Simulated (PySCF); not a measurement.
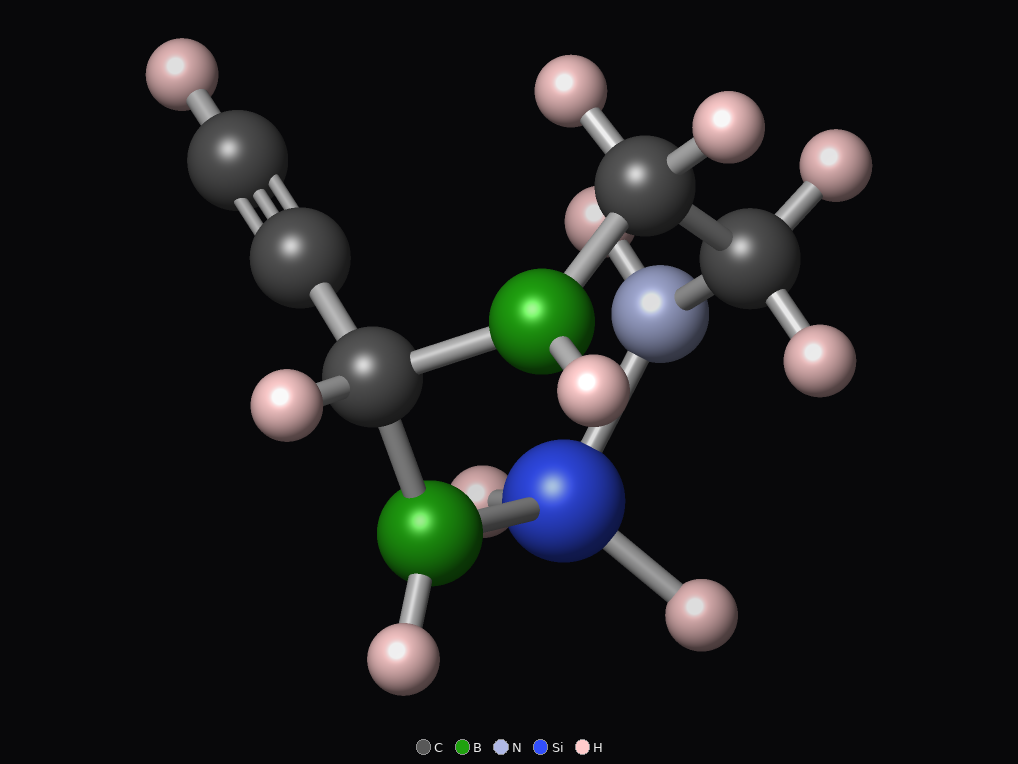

The geometry was computed by an optimisation with GFN2-xTB. No frequency run is at hand to confirm it as a minimum. Method: PBE0/pcSseg-1, gas phase (PySCF 2.14.0).

What is the LUMO energy (Kohn–Sham orbital)?

−2.91 eV.

Estimate the dipole moment.

1.14 D.

Estimate the HOMO energy (Kohn–Sham orbital).

−6.35 eV.

The geometry is semi-empirical. Around B, Si such bond lengths and angles can be off by a tenth of an ångström or more and by several degrees, and values that hang on the shape move with them.
